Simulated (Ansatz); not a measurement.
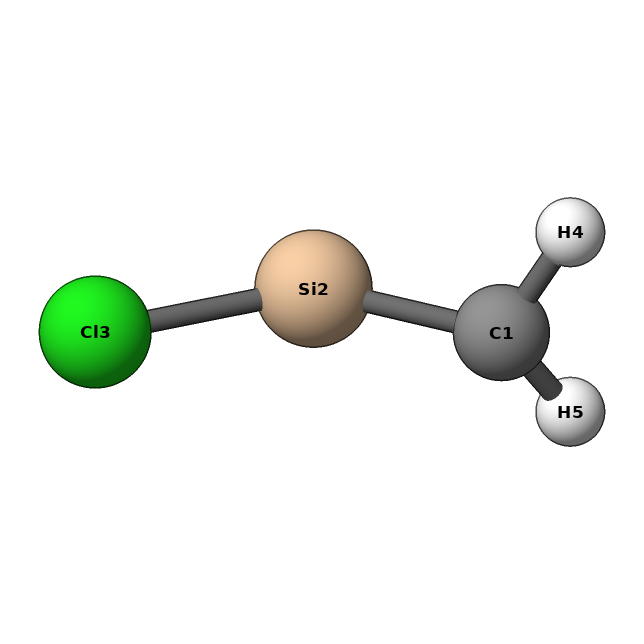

The questions are on Mulliken charges. The species has charge +1 and is a spin singlet. Computed geometry: PBE-D4/def2-SVP optimisation. No frequency run is at hand to confirm it as a minimum. Level of theory: RKS PBE-D4/def2-SVP (Ansatz 0.2.0).

List the Mulliken charges.

| atom | value (e) |
| --- | --- |
| C1 | −0.20 |
| Si2 | 0.72 |
| Cl3 | 0.10 |
| H4 | 0.19 |
| H5 | 0.19 |

Mulliken values depend strongly on the basis set and can even reverse the polarity of a bond.
